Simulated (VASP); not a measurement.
Band structure of LiH (rock salt). These are revTPSS meta-GGA, VASP's PBE PAW potentials (set 64) (plane waves; VASP) values and carry that method's errors.

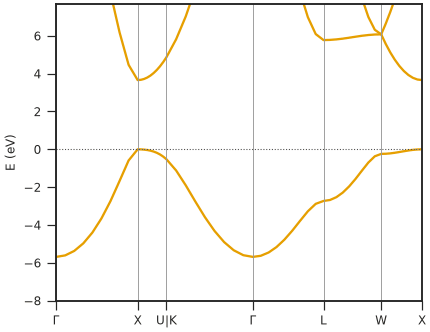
Fig. 1. Bands along high-symmetry lines, zero at the valence-band maximum or, without a gap, the Fermi level

Problem. Read the plot: is there a gap, and where are the band edges?

Solution. The gap is direct, 3.66 eV, from the valence maximum at X to the conduction minimum at X.

The compound is LiH in the rock salt structure. It was relaxed first, which changed the volume by -10 %.
